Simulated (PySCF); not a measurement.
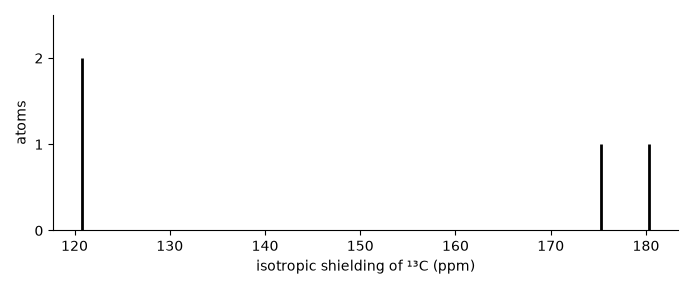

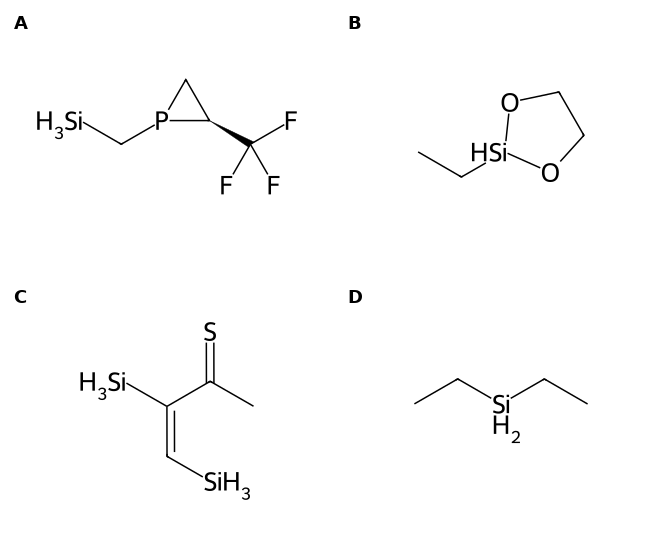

The sticks are computed shieldings of one of the molecules, for one fixed geometry (GFN2-xTB) without averaging over rotations. Low shielding means a high chemical shift. Method: GIAO PBE0/pcSseg-1 NMR shielding, non-relativistic, gas phase (PySCF 2.14.0).

Which molecule gives this pattern?

B, `CC[SiH]1OCCO1`. Its 4 C atoms give lines at 120.7 (2 atoms), 175.3, 180.4 ppm.

The geometry is semi-empirical. Around P, Si such bond lengths and angles can be off by a tenth of an ångström or more and by several degrees, and values that hang on the shape move with them.
